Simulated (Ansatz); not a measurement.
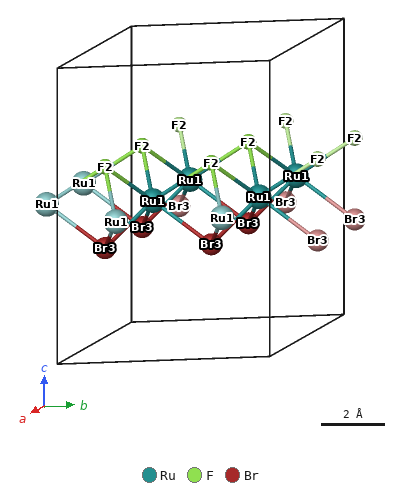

**Figure 1.** The structure (ball-and-stick view of the 2 × 2 repeat of the cell, with the vacuum cut short, seen slightly off an axis; neighbours outside the cell are drawn fainter; atoms are numbered from 1 in the order of the input). Near neighbours in the crystal (not all of them lie inside the picture): Ru has 3 Br at 2.37 Å and 3 F at 2.42 Å; F has 3 Ru at 2.42 Å; Br has 3 Ru at 2.37 Å.

# RuBrF: one change and its effect

System: RuBrF (slab, 3 atoms in the cell).
Method of run 1: DFT, PBE, plane waves, PAW, no spin polarisation (Ansatz 0.2.0).

The geometry comes from this level: r2SCAN. Text and figures count atoms from 1; the logs count them from 0 in places.

## Input file, run 1
```yaml
crystal:
  lattice:
    - [3.4431593361, 0.0, 0.0]
    - [-1.721579668, 2.9818634544, 0.0]
    - [0.0, 0.0, 29.7193855216]
  atoms:
    - { symbol: Ru, position: [0.3333333333, 0.6666666667, 0.3017798027] }
    - { symbol: F, position: [0.6666666667, 0.3333333333, 0.3480757175] }
    - { symbol: Br, position: [0.6666666667, 0.3333333333, 0.2586424021] }
  periodic: [true, true, false]
kpoints:
  mp_grid: { grid: [12, 12, 1] }
  band_path:
    path:
      - [0.0, 0.0, 0.0]
      - [0.5, 0.0, 0.0]
      - [0.3333333333, 0.3333333333, 0.0]
      - [0.145833, 0.427083, 0.0]
      - [0.0, 0.5, 0.0]
      - [0.4666666667, 0.0666666667, 0.0]
    npoints: 1
hamiltonian:
  xc: pbe
scf:
  occupations: { method: fixed }
  n_extra_bands: 4
output:
  forces: true
  stress: true
  eigenvalues: true
```

Launched with:
```bash
ansatz run input.yaml --threads 2 --pin off --max-ram 2764MiB --backend cpu --events-out ev --progress --plain --runs-dir out
```

Hardware: 2 threads of Arm Neoverse V1, 24 GiB of memory available, shared host.

## Output, shortened to warnings, some set-up lines, iterations and results (run 1)
```
Basis set: ecut = 420 eV, 5943 PW (Γ), exchange–correlation on 48×48×400 points (8 copies of the dense FFT grid, shifted against one another)
Symmetry: 6 space group operations
k-points: 19 of 144 (time reversal used)
Initial density: superposition of atomic densities (neutral atoms: chi_scale 0, normalization atom), corrected by the library's trained network
[...]
SCF iter   1: F=—  HF=-9467.645567 eV  |F-HF|=—  |Δ(HF+E_count)|=         —  Δρ=4.48e-3  dr2=4.89e-2  ethr=1.77e-3  ⟨swp⟩=7.9  Hψ=2313  notcnv=0  defer=38
SCF iter   2: F=—  HF=-9467.641028 eV  |F-HF|=—  |Δ(HF+E_count)|=   4.54e-3  Δρ=3.55e-3  dr2=3.15e-2  ethr=1.63e-4  ⟨swp⟩=3.4  Hψ=962  notcnv=0  defer=38
SCF iter   3: F=—  HF=-9467.640627 eV  |F-HF|=—  |Δ(HF+E_count)|=   4.01e-4  Δρ=2.63e-3  dr2=2.27e-2  ethr=1.05e-4  ⟨swp⟩=2.5  Hψ=641  notcnv=0  defer=38
SCF iter   4: F=—  HF=-9467.637605 eV  |F-HF|=—  |Δ(HF+E_count)|=   3.02e-3  Δρ=8.21e-4  dr2=2.18e-3  ethr=7.55e-5  ⟨swp⟩=2.7  Hψ=696  notcnv=0  defer=38
SCF iter   5: F=—  HF=-9467.637625 eV  |F-HF|=—  |Δ(HF+E_count)|=   2.03e-5  Δρ=5.03e-4  dr2=1.66e-3  ethr=7.27e-6  ⟨swp⟩=3.7  Hψ=818  notcnv=0  defer=38
SCF iter   6: F=—  HF=-9467.637484 eV  |F-HF|=—  |Δ(HF+E_count)|=   1.41e-4  Δρ=1.59e-4  dr2=9.42e-5  ethr=5.53e-6  ⟨swp⟩=2.2  Hψ=475  notcnv=0  defer=38
SCF iter   7: F=—  HF=-9467.637320 eV  |F-HF|=—  |Δ(HF+E_count)|=   1.64e-4  Δρ=4.04e-5  dr2=7.70e-6  ethr=3.14e-7  ⟨swp⟩=3.4  Hψ=777  notcnv=0  defer=38
SCF iter   8: F=—  HF=-9467.637322 eV  |F-HF|=—  |Δ(HF+E_count)|=   1.83e-6  Δρ=1.18e-5  dr2=2.23e-7  ethr=2.57e-8  ⟨swp⟩=3.4  Hψ=688  notcnv=0  defer=38
SCF iter   9: F=—  HF=-9467.637323 eV  |F-HF|=—  |Δ(HF+E_count)|=   5.10e-7  Δρ=4.77e-6  dr2=1.10e-7  ethr=3.33e-10  ⟨swp⟩=21.9  Hψ=3341  notcnv=0
SCF iter  10: F=-9467.637323 eV  HF=-9467.637323 eV  |F-HF|=1.93e-8  |Δ(HF+E_count)|=   3.53e-8  Δρ=1.73e-6  dr2=2.14e-8  ethr=3.33e-10  ⟨swp⟩=7.9  Hψ=1584  notcnv=0
SCF 1 converged in 10 iterations: F = -9467.637323 eV  dr2 = 2.14e-8
NSCF: frozen V_eff on 6 k-points
SCF converged after 10 iterations
Free energy (F): -9467.637323 eV
Harris-Foulkes:  -9467.637323 eV  (|F-HF|=1.93e-8)
Internal energy: -9467.637323 eV  (E = F + TS)
E sigma→0 (E₀):  -9467.637323 eV
Fermi energy:    -5.681392 eV
--- Per-component energies (eV) ---
  E_band       = -709.673505
  E_kinetic    = 853.875688
  E_local      = -52282.637887  (includes V_loc(G=0)·N_el)
  E_nonlocal   = 491.999832
  E_hartree    = 25485.036555
  E_xc         = -531.938851
  E_vxc        = -441.330210  (∫ρ·V_xc dr)
  E_paw        = -5909.772131  (= ΣΔE_a)
  E_vpaw       = -301.644172  (= ΣTr[D̂ρ^β])
  E_aug_tail   = 0.001801  (compensation charges beyond the density's cutoff)
  E_ewald      = 22425.797670
  E_smearing   = -0.000000  (= −TS)
  E_closure    = 0.000000  (closes the sum)
  Σ components = -9467.637323   (vs F -9467.637323, Δ=0.00e0)
--- Forces (eV/Å), atoms counted from 1 ---
  atom   1  Ru     0.00000000    -0.00000000    -0.15960283
  atom   2  F     -0.00000000     0.00000000     0.23008485
  atom   3  Br    -0.00000000     0.00000000    -0.07046600
  max |Σ_I F_I| component: 1.60e-5 eV/Å
--- 2D stress c σ (N/m, compression-positive) ---
        1.114015       0.000000       0.000000
        0.000000       1.114015       0.000000
        0.000000       0.000000       0.000000
  P = ½ c Tr σ = 1.1140 N/m
```

The input of run 2 differs as follows (lines with − go, lines with + come):
```diff
-  xc: pbe
+  xc: r2scan
```

How does run 2 compare with run 1?

The total energies belong to different methods, so their difference says nothing on which is more stable or more accurate. The gap on the mesh goes from 0.60 to 0.90 eV. The largest force goes from 0.230 to 0.002 eV/Å. The functional changes from PBE to r2SCAN. The SCF takes 9 iterations against 10. The default cutoff goes from 420 to 500 eV with the change. The plane waves at Γ go from 5943 to 7801. On the same kind of shared host run 2 took about 2.4 times as long.

## Output, shortened to warnings, some set-up lines, iterations and results (run 2)
```
Basis set: ecut = 500 eV, 7801 PW (Γ), exchange–correlation on 108×108×900 points (64 copies of the dense FFT grid, shifted against one another)
Symmetry: 6 space group operations
k-points: 19 of 144 (time reversal used)
Initial density: superposition of atomic densities (neutral atoms: chi_scale 0, normalization atom), corrected by the library's trained network
[...]
SCF iter   1: F=—  HF=-9490.886071 eV  |F-HF|=—  |Δ(HF+E_count)|=         —  Δρ=8.99e-3  dr2=1.97e-1  dr2_τ=1.23e-1  ethr=1.77e-3  ⟨swp⟩=7.9  Hψ=2299  notcnv=0  defer=38
SCF iter   2: F=—  HF=-9490.945936 eV  |F-HF|=—  |Δ(HF+E_count)|=   5.99e-2  Δρ=9.68e-3  dr2=2.40e-1  dr2_τ=2.15e-2  ethr=6.56e-4  ⟨swp⟩=2.9  Hψ=841  notcnv=0  defer=38
SCF iter   3: F=—  HF=-9490.909669 eV  |F-HF|=—  |Δ(HF+E_count)|=   3.63e-2  Δρ=3.54e-3  dr2=2.38e-2  dr2_τ=1.25e-3  ethr=6.56e-4  ⟨swp⟩=2.8  Hψ=800  notcnv=0  defer=38
SCF iter   4: F=—  HF=-9490.912538 eV  |F-HF|=—  |Δ(HF+E_count)|=   2.87e-3  Δρ=1.84e-3  dr2=1.92e-2  dr2_τ=5.18e-4  ethr=7.93e-5  ⟨swp⟩=3.5  Hψ=754  notcnv=0  defer=38
SCF iter   5: F=—  HF=-9490.910541 eV  |F-HF|=—  |Δ(HF+E_count)|=   2.00e-3  Δρ=8.28e-4  dr2=7.08e-4  dr2_τ=1.12e-4  ethr=6.41e-5  ⟨swp⟩=2.8  Hψ=659  notcnv=0  defer=38
SCF iter   6: F=—  HF=-9490.910860 eV  |F-HF|=—  |Δ(HF+E_count)|=   3.19e-4  Δρ=3.20e-4  dr2=1.29e-4  dr2_τ=6.26e-6  ethr=2.36e-6  ⟨swp⟩=3.1  Hψ=797  notcnv=0  defer=38
SCF iter   7: F=—  HF=-9490.910886 eV  |F-HF|=—  |Δ(HF+E_count)|=   2.61e-5  Δρ=8.11e-5  dr2=1.71e-5  dr2_τ=1.10e-6  ethr=4.30e-7  ⟨swp⟩=3.3  Hψ=754  notcnv=0  defer=38
SCF iter   8: F=—  HF=-9490.910878 eV  |F-HF|=—  |Δ(HF+E_count)|=   8.35e-6  Δρ=2.73e-5  dr2=9.88e-7  dr2_τ=8.45e-8  ethr=5.70e-8  ⟨swp⟩=2.8  Hψ=683  notcnv=0  defer=38
SCF iter   9: F=-9490.910878 eV  HF=-9490.910878 eV  |F-HF|=2.69e-10  |Δ(HF+E_count)|=   3.03e-7  Δρ=7.13e-6  dr2=9.16e-8  dr2_τ=1.36e-8  ethr=3.33e-10  ⟨swp⟩=19.3  Hψ=3867  …
SCF 1 converged in 9 iterations: F = -9490.910878 eV  dr2 = 9.16e-8
NSCF: frozen V_eff on 6 k-points
SCF converged after 9 iterations
Free energy (F): -9490.910878 eV
Harris-Foulkes:  -9490.910878 eV  (|F-HF|=2.69e-10)
Internal energy: -9490.910878 eV  (E = F + TS)
E sigma→0 (E₀):  -9490.910878 eV
Fermi energy:    -5.991584 eV
--- Per-component energies (eV) ---
  E_band       = -735.722600
  E_kinetic    = 856.268165
  E_local      = -52284.723007  (includes V_loc(G=0)·N_el)
  E_nonlocal   = 491.416429
  E_hartree    = 25486.424403
  E_xc         = -511.331300
  E_vxc        = -493.023948  (∫ρ·V_xc dr)
  E_paw        = -5954.263758  (= ΣΔE_a)
  E_vpaw       = -311.163375  (= ΣTr[D̂ρ^β])
  E_aug_tail   = 0.001061  (compensation charges beyond the density's cutoff)
  E_vtau       = 32.661703  (kinetic-family band-sum trace: ∫τ·v_τ [+ j·A + Jᵃ·Aᵃ] dr)
  E_ewald      = 22425.797670
  E_core_change = -0.500541  (= ΣΔE_core)
  E_smearing   = -0.000000  (= −TS)
  E_closure    = 0.000000  (closes the sum)
  Σ components = -9490.910878   (vs F -9490.910878, Δ=0.00e0)
--- Forces (eV/Å), atoms counted from 1 ---
  atom   1  Ru     0.00000000    -0.00000000     0.00037456
  atom   2  F     -0.00000000     0.00000000     0.00102241
  atom   3  Br     0.00000000     0.00000000    -0.00162018
  max |Σ_I F_I| component: 2.23e-4 eV/Å
--- 2D stress c σ (N/m, compression-positive) ---
        0.000464       0.000000       0.000000
       -0.000000       0.000464       0.000000
        0.000000       0.000000       0.000000
  P = ½ c Tr σ = 0.0005 N/m
```

## The two runs side by side

```tsv
quantity	run 1	run 2
outcome	converged	converged
free energy per atom (eV)	−3155.8791	−3163.6370
gap on the mesh (eV)	0.60	0.90
largest force (eV/Å)	0.230	0.002
SCF iterations	10	9
irreducible k-points	19	19
plane waves at Γ	5943	7801
wall time (shared host)	9.9 s	24 s
```
